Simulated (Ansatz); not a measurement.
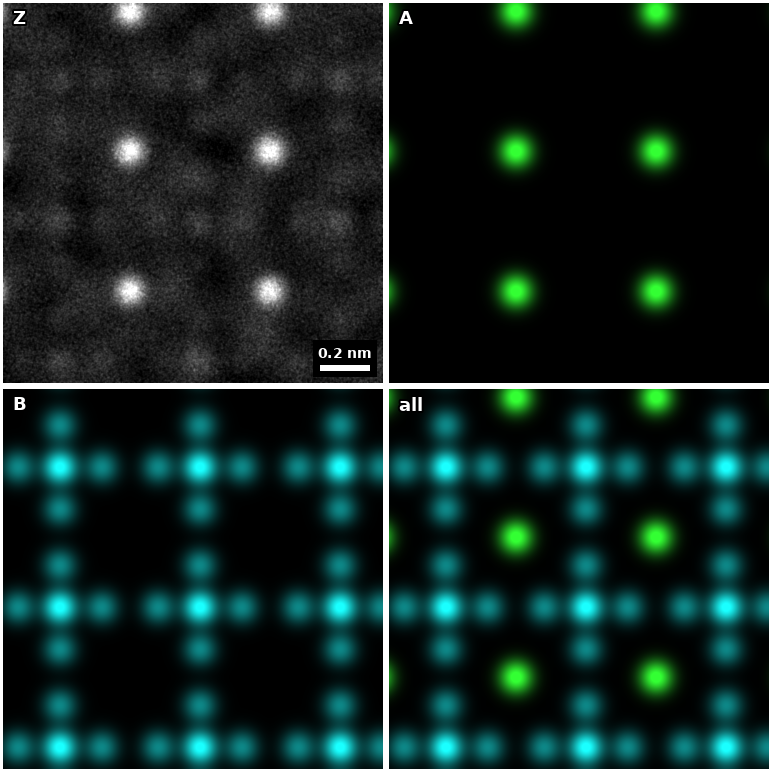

TaSi$_{6}$ (Pm-3m, No. 221) along [001]. Panel Z: The image is simulated as a sum over atoms of Z^1.7, blurred by a 0.88 Å probe (no channelling). The probe carries 15 % of its weight in a tail 2.5 times as wide. The display is stretched by a gamma of 0.8; percentages refer to the linear signal. Shot noise and the speckle of an amorphous layer were added. The other panels are simulated element maps (the number of atoms of one element along the beam, blurred by 1.1 Å; each on its own scale, no channelling); the last overlays them. Structure used: the end point of a relaxation with Ansatz, DFT PBE, scalar-relativistic, plane waves, PAW; the starting structure was generated, so it need not be a known form of this composition.

```cif
data_structure
_symmetry_space_group_name_H-M 'P 1'
_symmetry_Int_Tables_number 1
_cell_length_a 5.7460
_cell_length_b 5.7460
_cell_length_c 5.7460
_cell_angle_alpha 90.000
_cell_angle_beta 90.000
_cell_angle_gamma 90.000
_cell_volume 189.72
loop_
_atom_site_label
_atom_site_type_symbol
_atom_site_fract_x
_atom_site_fract_y
_atom_site_fract_z
_atom_site_occupancy
Ta1 Ta 0.00000 0.00000 0.00000 1
Si1 Si 0.20083 0.50000 0.50000 1
Si2 Si 0.50000 0.20083 0.50000 1
Si3 Si 0.79917 0.50000 0.50000 1
Si4 Si 0.50000 0.79917 0.50000 1
Si5 Si 0.50000 0.50000 0.20083 1
Si6 Si 0.50000 0.50000 0.79917 1
```

> Which element does each lettered map show?

A: Ta, B: Si. The projected cell (5.75 × 5.75 Å, 90°) holds 6 columns: 5 of Si and 1 of Ta. No column is shared by two of the mapped elements.
